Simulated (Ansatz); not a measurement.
# ClGeHO (SMILES [OH][Ge][Cl]): a rigid scan of the dihedral angle H4–O1–Ge2–Cl3

Aim: the energy along the dihedral angle H4–O1–Ge2–Cl3, from CCSD(T) and from cheaper methods, relative to the minimum. No other atom is relaxed.

The runs use Ansatz 0.2.0, Gaussian basis; single points in def2-TZVPP.

Levels: PBE-D4, r2SCAN-D4, PBE0-D4, B3LYP-D4, wB97M-V, Hartree-Fock, MP2, CCSD, CCSD(T). The scan takes 24.9, 64.9, 104.9, 144.9, -175.1, -135.1, -95.1, -55.1, -15.1°.

Correlated methods freeze the cores. Filled d shells of the heavier atoms are correlated. B3LYP uses VWN-RPA correlation.

37 further runs of the same task are left out: 37 set aside as unsound or not needed.

### Step 1. Starting geometry

The minimum, relaxed at PBE0-D4: SMILES `[OH][Ge][Cl]`, 4 atoms, charge 0, spin multiplicity 1.

Atoms are counted from 1 here; the program's logs count them from 0.

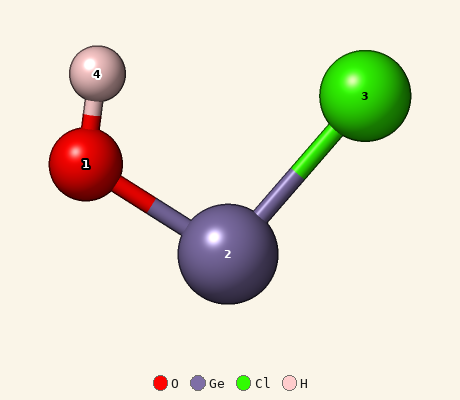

Start geometry, drawn with oxygen red, germanium purple, chlorine green, hydrogen pink; atoms are numbered from 1 in the order of the file.

As a file:

```
O    -0.86094    0.57678   -0.47377
Ge   -0.60389   -0.62228    0.80473
Cl    1.58542   -0.86025    0.59432
H    -0.06499    0.84555   -0.94549
```

Energies of the minimum (eV), from earlier single points: PBE-D4 -71091.96078, r2SCAN-D4 -71105.46974, PBE0-D4 -71094.16853, B3LYP-D4 -71109.41785, wB97M-V -71103.33946, CCSD(T) -71052.65869.

At the minimum the dihedral angle H4–O1–Ge2–Cl3 is 0.0°.

### Step 2. H4–O1–Ge2–Cl3 = 24.9°

ccsdt-tzvpp/in.yaml

```yaml
crystal:
  periodic: [false, false, false]
  atoms:
    - {symbol: O, position_ang: [-0.860939, 0.576776, -0.473766]}
    - {symbol: Ge, position_ang: [-0.603889, -0.622276, 0.804729]}
    - {symbol: Cl, position_ang: [1.518521, -0.180454, 1.245329]}
    - {symbol: H, position_ang: [-0.064987, 0.845550, -0.945488]}
basis:
  gaussian: {orbitals: def2-TZVPP}
correlation: {method: ccsd_t}
```

No record of the launch command was kept for these runs.

Log:

```text
Functional definition: HF
  name "HF"
  cite "Fock, Z. Phys. 61, 126 (1930) doi:10.1007/BF01340294"
  parent pbe
  exchange = exact_x
  correlation = 0
857 factors; integrals over basis functions are off by at most 6.8e-4 eV
mean field evaluation 1: about -71030.4471 eV, gradient 3.9e1 eV
mean field evaluation 2: about -71030.5531 eV, gradient 3.9e1 eV
mean field evaluation 4: about -71033.4718 eV, gradient 2.7e0 eV
mean field evaluation 8: about -71033.5157 eV, gradient 2.7e-1 eV
mean field evaluation 16: about -71033.5164 eV, gradient 1.5e-6 eV
mean field -71033.51639077 eV, -2610.4335791140 hartree, gradient 1.5e-6 eV, S^2 0.000000; 0 other end points of the search recorded, 0 dependent functions left out
15 core orbitals not correlated: weight in the atoms' cores, before any rotation towards them, 1.000 or more for the frozen orbitals, at most 0.000 for the correlated occupied ones
reference -71033.51639077 eV, -2610.4335791140 hartree; 14, 14 occupied and 106, 106 virtual orbitals, 857 factors
second order -17.91227127 eV of doubles, -0.00000000 eV of singles
cycle   1  -17.76053297 eV  change    1.5e-1 eV  update   1.1e-1
cycle   2  -18.23602081 eV  change   -4.8e-1 eV  update   3.3e-2
cycle   3  -18.34426643 eV  change   -1.1e-1 eV  update   1.9e-2
cycle   4  -18.32807440 eV  change    1.6e-2 eV  update   5.4e-3
cycle   5  -18.32430355 eV  change    3.8e-3 eV  update   2.8e-3
cycle   6  -18.32571405 eV  change   -1.4e-3 eV  update   1.0e-3
cycle   7  -18.32537719 eV  change    3.4e-4 eV  update   4.3e-4
cycle   8  -18.32535485 eV  change    2.2e-5 eV  update   1.3e-4
cycle   9  -18.32541094 eV  change   -5.6e-5 eV  update   5.5e-5
cycle  10  -18.32538710 eV  change    2.4e-5 eV  update   2.0e-5
perturbative correction -0.75975947 eV, -0.0279206456 hartree
Total energy: -71052.60153734 eV, -2611.1349453142 hartree
```

It took 14 s on 2 threads, shared host; peak memory 0.74 GiB.

The other levels were run on the same coordinates; their logs were not kept, and their results stand in the tables.

### Step 3. H4–O1–Ge2–Cl3 = 64.9°

Changes to ccsdt-tzvpp/in.yaml since step 2:

```diff
@@ -5,3 +5,3 @@
     - {symbol: Ge, position_ang: [-0.603889, -0.622276, 0.804729]}
-    - {symbol: Cl, position_ang: [1.518521, -0.180454, 1.245329]}
+    - {symbol: Cl, position_ang: [0.636421, 0.607888, 2.162037]}
     - {symbol: H, position_ang: [-0.064987, 0.845550, -0.945488]}
```

Log (excerpt; [...] marks lines left out):

```text
Functional definition: HF
  name "HF"
  cite "Fock, Z. Phys. 61, 126 (1930) doi:10.1007/BF01340294"
  parent pbe
[...]
856 factors; integrals over basis functions are off by at most 6.7e-4 eV
[...]
mean field -71033.31746994 eV, -2610.4262689085 hartree, gradient 1.7e-6 eV, S^2 0.000000; 0 other end points of the search recorded, 0 dependent functions left out
15 core orbitals not correlated: weight in the atoms' cores, before any rotation towards them, 1.000 or more for the frozen orbitals, at most 0.000 for the correlated occupied ones
reference -71033.31746994 eV, -2610.4262689085 hartree; 14, 14 occupied and 106, 106 virtual orbitals, 856 factors
second order -17.87888197 eV of doubles, -0.00000000 eV of singles
cycle   1  -17.74450243 eV  change    1.3e-1 eV  update   1.0e-1
[...]
cycle  11  -18.30405549 eV  change   -2.3e-5 eV  update   1.4e-5
perturbative correction -0.75453244 eV, -0.0277285558 hartree
Total energy: -71052.37605788 eV, -2611.1266590967 hartree
```

Run time: 15 s. Hardware: 2 threads, shared host; peak memory 0.74 GiB.

### Step 4. H4–O1–Ge2–Cl3 = 104.9°

Changes to ccsdt-tzvpp/in.yaml since step 3:

```diff
@@ -5,3 +5,3 @@
     - {symbol: Ge, position_ang: [-0.603889, -0.622276, 0.804729]}
-    - {symbol: Cl, position_ang: [0.636421, 0.607888, 2.162037]}
+    - {symbol: Cl, position_ang: [-0.803839, 0.717096, 2.554032]}
     - {symbol: H, position_ang: [-0.064987, 0.845550, -0.945488]}
```

Log (excerpt; [...] marks lines left out):

```text
Functional definition: HF
  name "HF"
  cite "Fock, Z. Phys. 61, 126 (1930) doi:10.1007/BF01340294"
  parent pbe
[...]
856 factors; integrals over basis functions are off by at most 6.7e-4 eV
[...]
mean field -71033.23969258 eV, -2610.4234106432 hartree, gradient 1.5e-6 eV, S^2 0.000000; 0 other end points of the search recorded, 0 dependent functions left out
15 core orbitals not correlated: weight in the atoms' cores, before any rotation towards them, 1.000 or more for the frozen orbitals, at most 0.000 for the correlated occupied ones
reference -71033.23969258 eV, -2610.4234106432 hartree; 14, 14 occupied and 106, 106 virtual orbitals, 856 factors
second order -17.87270150 eV of doubles, -0.00000000 eV of singles
cycle   1  -17.74139538 eV  change    1.3e-1 eV  update   1.0e-1
[...]
cycle  10  -18.30057529 eV  change    2.6e-5 eV  update   2.4e-5
perturbative correction -0.75421421 eV, -0.0277168611 hartree
Total energy: -71052.29448208 eV, -2611.1236612416 hartree
```

Run time: 16 s. Hardware: 2 threads, shared host; peak memory 0.74 GiB.

### Step 5. H4–O1–Ge2–Cl3 = 144.9°

Changes to ccsdt-tzvpp/in.yaml since step 4:

```diff
@@ -5,3 +5,3 @@
     - {symbol: Ge, position_ang: [-0.603889, -0.622276, 0.804729]}
-    - {symbol: Cl, position_ang: [-0.803839, 0.717096, 2.554032]}
+    - {symbol: Cl, position_ang: [-2.128346, 0.096069, 2.237896]}
     - {symbol: H, position_ang: [-0.064987, 0.845550, -0.945488]}
```

Log (excerpt; [...] marks lines left out):

```text
Functional definition: HF
  name "HF"
  cite "Fock, Z. Phys. 61, 126 (1930) doi:10.1007/BF01340294"
  parent pbe
[...]
856 factors; integrals over basis functions are off by at most 6.8e-4 eV
[...]
mean field -71033.36550267 eV, -2610.4280340785 hartree, gradient 1.6e-6 eV, S^2 0.000000; 0 other end points of the search recorded, 0 dependent functions left out
15 core orbitals not correlated: weight in the atoms' cores, before any rotation towards them, 1.000 or more for the frozen orbitals, at most 0.000 for the correlated occupied ones
reference -71033.36550267 eV, -2610.4280340785 hartree; 14, 14 occupied and 106, 106 virtual orbitals, 856 factors
second order -17.90560598 eV of doubles, -0.00000000 eV of singles
cycle   1  -17.75724534 eV  change    1.5e-1 eV  update   1.1e-1
[...]
cycle  10  -18.32408393 eV  change    2.0e-5 eV  update   1.9e-5
perturbative correction -0.76039977 eV, -0.0279441762 hartree
Total energy: -71052.44998637 eV, -2611.1293759186 hartree
```

Wall time 15 s (2 threads, shared host); peak memory 0.74 GiB.

### Step 6. H4–O1–Ge2–Cl3 = -175.1°

Changes to ccsdt-tzvpp/in.yaml since step 5:

```diff
@@ -5,3 +5,3 @@
     - {symbol: Ge, position_ang: [-0.603889, -0.622276, 0.804729]}
-    - {symbol: Cl, position_ang: [-2.128346, 0.096069, 2.237896]}
+    - {symbol: Cl, position_ang: [-2.717349, -0.964606, 1.361552]}
     - {symbol: H, position_ang: [-0.064987, 0.845550, -0.945488]}
```

Log (excerpt; [...] marks lines left out):

```text
Functional definition: HF
  name "HF"
  cite "Fock, Z. Phys. 61, 126 (1930) doi:10.1007/BF01340294"
  parent pbe
[...]
856 factors; integrals over basis functions are off by at most 6.8e-4 eV
[...]
mean field -71033.43930050 eV, -2610.4307460988 hartree, gradient 1.5e-6 eV, S^2 0.000000; 0 other end points of the search recorded, 0 dependent functions left out
15 core orbitals not correlated: weight in the atoms' cores, before any rotation towards them, 1.000 or more for the frozen orbitals, at most 0.000 for the correlated occupied ones
reference -71033.43930050 eV, -2610.4307460988 hartree; 14, 14 occupied and 106, 106 virtual orbitals, 856 factors
second order -17.91974957 eV of doubles, -0.00000000 eV of singles
cycle   1  -17.76390794 eV  change    1.6e-1 eV  update   1.1e-1
[...]
cycle  10  -18.33368215 eV  change    1.5e-5 eV  update   1.4e-5
perturbative correction -0.76270286 eV, -0.0280288131 hartree
Total energy: -71052.53568550 eV, -2611.1325253038 hartree
```

Run time: 15 s. Hardware: 2 threads, shared host; peak memory 0.74 GiB.

### Step 7. H4–O1–Ge2–Cl3 = -135.1°

Changes to ccsdt-tzvpp/in.yaml since step 6:

```diff
@@ -5,3 +5,3 @@
     - {symbol: Ge, position_ang: [-0.603889, -0.622276, 0.804729]}
-    - {symbol: Cl, position_ang: [-2.717349, -0.964606, 1.361552]}
+    - {symbol: Cl, position_ang: [-2.295247, -1.968629, 0.335051]}
     - {symbol: H, position_ang: [-0.064987, 0.845550, -0.945488]}
```

Log (excerpt; [...] marks lines left out):

```text
Functional definition: HF
  name "HF"
  cite "Fock, Z. Phys. 61, 126 (1930) doi:10.1007/BF01340294"
  parent pbe
[...]
856 factors; integrals over basis functions are off by at most 6.8e-4 eV
[...]
mean field -71033.32780817 eV, -2610.4266488312 hartree, gradient 1.6e-6 eV, S^2 0.000000; 0 other end points of the search recorded, 0 dependent functions left out
15 core orbitals not correlated: weight in the atoms' cores, before any rotation towards them, 1.000 or more for the frozen orbitals, at most 0.000 for the correlated occupied ones
reference -71033.32780817 eV, -2610.4266488312 hartree; 14, 14 occupied and 106, 106 virtual orbitals, 856 factors
second order -17.89737577 eV of doubles, -0.00000000 eV of singles
cycle   1  -17.75331643 eV  change    1.4e-1 eV  update   1.1e-1
[...]
cycle  10  -18.31836135 eV  change    2.2e-5 eV  update   2.1e-5
perturbative correction -0.75896644 eV, -0.0278915023 hartree
Total energy: -71052.40513596 eV, -2611.1277276965 hartree
```

Run time: 15 s. Hardware: 2 threads, shared host; peak memory 0.74 GiB.

### Step 8. H4–O1–Ge2–Cl3 = -95.1°

Changes to ccsdt-tzvpp/in.yaml since step 7:

```diff
@@ -5,3 +5,3 @@
     - {symbol: Ge, position_ang: [-0.603889, -0.622276, 0.804729]}
-    - {symbol: Cl, position_ang: [-2.295247, -1.968629, 0.335051]}
+    - {symbol: Cl, position_ang: [-1.059545, -2.446206, -0.361296]}
     - {symbol: H, position_ang: [-0.064987, 0.845550, -0.945488]}
```

Log (excerpt; [...] marks lines left out):

```text
Functional definition: HF
  name "HF"
  cite "Fock, Z. Phys. 61, 126 (1930) doi:10.1007/BF01340294"
  parent pbe
[...]
856 factors; integrals over basis functions are off by at most 6.7e-4 eV
[...]
mean field -71033.23539132 eV, -2610.4232525749 hartree, gradient 1.5e-6 eV, S^2 0.000000; 0 other end points of the search recorded, 0 dependent functions left out
15 core orbitals not correlated: weight in the atoms' cores, before any rotation towards them, 1.000 or more for the frozen orbitals, at most 0.000 for the correlated occupied ones
reference -71033.23539132 eV, -2610.4232525749 hartree; 14, 14 occupied and 106, 106 virtual orbitals, 856 factors
second order -17.86894847 eV of doubles, -0.00000000 eV of singles
cycle   1  -17.73958964 eV  change    1.3e-1 eV  update   1.0e-1
[...]
cycle  10  -18.29770291 eV  change    3.2e-5 eV  update   2.8e-5
perturbative correction -0.75333524 eV, -0.0276845593 hartree
Total energy: -71052.28642947 eV, -2611.1233653136 hartree
```

It took 14 s on 2 threads, shared host; peak memory 0.74 GiB.

### Step 9. H4–O1–Ge2–Cl3 = -55.1°

Changes to ccsdt-tzvpp/in.yaml since step 8:

```diff
@@ -5,3 +5,3 @@
     - {symbol: Ge, position_ang: [-0.603889, -0.622276, 0.804729]}
-    - {symbol: Cl, position_ang: [-1.059545, -2.446206, -0.361296]}
+    - {symbol: Cl, position_ang: [0.411557, -2.173873, -0.401660]}
     - {symbol: H, position_ang: [-0.064987, 0.845550, -0.945488]}
```

Log (excerpt; [...] marks lines left out):

```text
Functional definition: HF
  name "HF"
  cite "Fock, Z. Phys. 61, 126 (1930) doi:10.1007/BF01340294"
  parent pbe
[...]
857 factors; integrals over basis functions are off by at most 6.7e-4 eV
[...]
mean field -71033.36654417 eV, -2610.4280723533 hartree, gradient 1.7e-6 eV, S^2 0.000000; 0 other end points of the search recorded, 0 dependent functions left out
15 core orbitals not correlated: weight in the atoms' cores, before any rotation towards them, 1.000 or more for the frozen orbitals, at most 0.000 for the correlated occupied ones
reference -71033.36654417 eV, -2610.4280723533 hartree; 14, 14 occupied and 106, 106 virtual orbitals, 857 factors
second order -17.88711325 eV of doubles, -0.00000000 eV of singles
cycle   1  -17.74847547 eV  change    1.4e-1 eV  update   1.0e-1
[...]
cycle  10  -18.30943434 eV  change    3.5e-5 eV  update   2.8e-5
perturbative correction -0.75582372 eV, -0.0277760095 hartree
Total energy: -71052.43180224 eV, -2611.1287076643 hartree
```

It took 17 s on 2 threads, shared host; peak memory 0.74 GiB.

### Step 10. H4–O1–Ge2–Cl3 = -15.1°

Changes to ccsdt-tzvpp/in.yaml since step 9:

```diff
@@ -5,3 +5,3 @@
     - {symbol: Ge, position_ang: [-0.603889, -0.622276, 0.804729]}
-    - {symbol: Cl, position_ang: [0.411557, -2.173873, -0.401660]}
+    - {symbol: Cl, position_ang: [1.429715, -1.279057, 0.232846]}
     - {symbol: H, position_ang: [-0.064987, 0.845550, -0.945488]}
```

Log (excerpt; [...] marks lines left out):

```text
Functional definition: HF
  name "HF"
  cite "Fock, Z. Phys. 61, 126 (1930) doi:10.1007/BF01340294"
  parent pbe
[...]
857 factors; integrals over basis functions are off by at most 6.8e-4 eV
[...]
mean field -71033.54782647 eV, -2610.4347343547 hartree, gradient 9.7e-6 eV, S^2 0.000000; 0 other end points of the search recorded, 0 dependent functions left out
15 core orbitals not correlated: weight in the atoms' cores, before any rotation towards them, 1.000 or more for the frozen orbitals, at most 0.000 for the correlated occupied ones
reference -71033.54782647 eV, -2610.4347343547 hartree; 14, 14 occupied and 106, 106 virtual orbitals, 857 factors
second order -17.91744341 eV of doubles, -0.00000000 eV of singles
cycle   1  -17.76302986 eV  change    1.5e-1 eV  update   1.1e-1
[...]
cycle  10  -18.32858151 eV  change    2.0e-5 eV  update   1.7e-5
perturbative correction -0.76055692 eV, -0.0279499513 hartree
Total energy: -71052.63696490 eV, -2611.1362472531 hartree
```

Wall time 17 s (2 threads, shared host); peak memory 0.74 GiB.

### Step 11. All points together

Energies less that of the minimum at the same level (kcal/mol):

```tsv
dihedral angle (°)	PBE-D4	r2SCAN-D4	PBE0-D4	B3LYP-D4	wB97M-V	Hartree-Fock	MP2	CCSD	CCSD(T)
-175.1	2.9	2.8	3.0	2.9	3.2	2.9	3.0	2.9	2.8
-135.1	5.8	5.8	5.8	5.8	6.1	5.5	6.1	5.8	5.8
-95.1	8.7	8.7	8.4	8.4	8.6	7.6	8.8	8.4	8.6
-55.1	5.3	5.4	5.1	5.1	5.2	4.6	5.4	5.1	5.2
-15.1	0.5	0.5	0.5	0.5	0.5	0.4	0.5	0.5	0.5
0.0 (minimum)	0.0	0.0	0.0	0.0	0.0	0.0	0.0	0.0	0.0
24.9	1.3	1.3	1.3	1.3	1.3	1.2	1.4	1.3	1.3
64.9	6.6	6.7	6.4	6.4	6.5	5.8	6.7	6.4	6.5
104.9	8.5	8.5	8.2	8.2	8.4	7.6	8.7	8.2	8.4
144.9	4.8	4.8	4.9	4.8	5.1	4.6	5.0	4.8	4.8
```

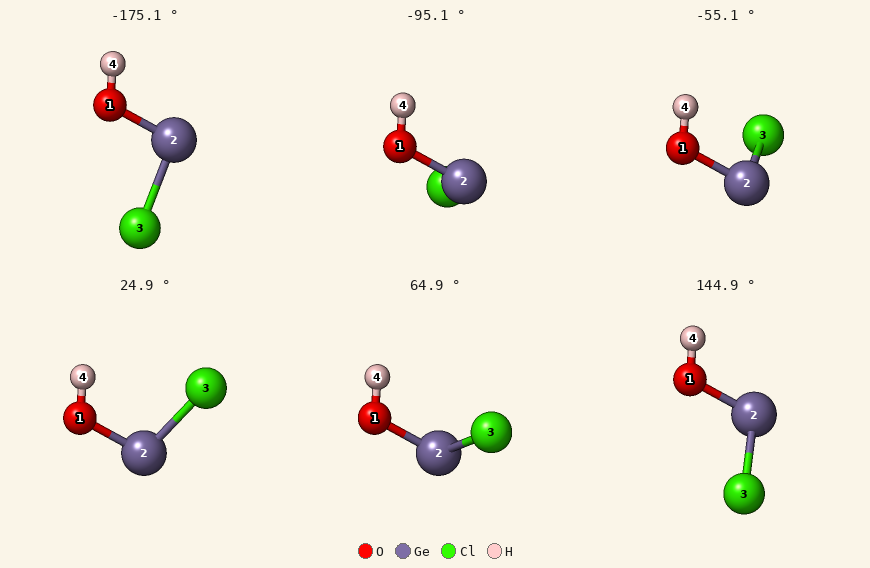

Structures along the scan.

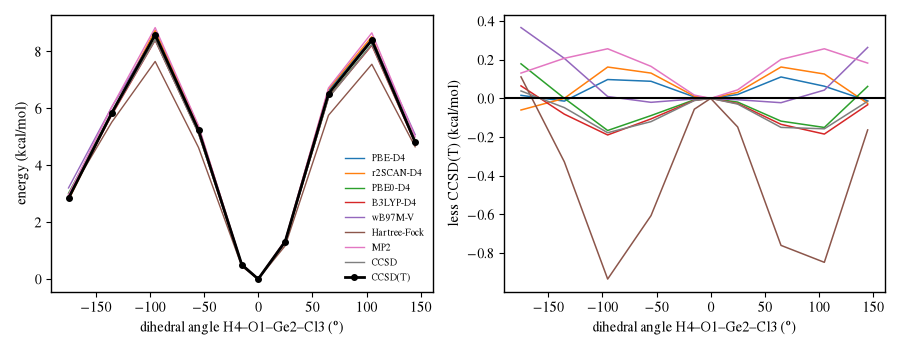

The curves (left) and their differences from CCSD(T) (right).

What each level costs and misses (shared host):

```tsv
method	RMS deviation from CCSD(T) (kcal/mol)	mean time a point
PBE-D4	0.1	1.4 s
r2SCAN-D4	0.1	2.9 s
PBE0-D4	0.1	2.2 s
B3LYP-D4	0.1	2.3 s
wB97M-V	0.2	5.2 s
Hartree-Fock	0.5	part of the CCSD(T) run
MP2	0.2	part of the CCSD(T) run
CCSD	0.1	part of the CCSD(T) run
CCSD(T)	0	15 s
```

For cost: PBE-D4 comes within 0.1 kcal/mol at 1.4 s a point, where CCSD(T) needs 15 s.

### Step 12. What came out

```
                  quantity                                                                                                            value
    highest point, CCSD(T)                                                                                          8.6 kcal/mol at -95.1 °
     lowest point, CCSD(T)                                                                                            0.0 kcal/mol at 0.0 °
RMS deviation from CCSD(T)  PBE-D4 0.1, r2SCAN-D4 0.1, PBE0-D4 0.1, B3LYP-D4 0.1, wB97M-V 0.2, Hartree-Fock 0.5, MP2 0.2, CCSD 0.1 kcal/mol
     largest T1 diagnostic                                                                                                            0.014
```

What this shows: Over the points sampled the torsion costs at most 8.6 kcal/mol, a hindered rotation that is fast at room temperature. A rigid scan overstates barriers, since nothing else may give way. PBE-D4 follows the CCSD(T) curve best and Hartree-Fock worst.
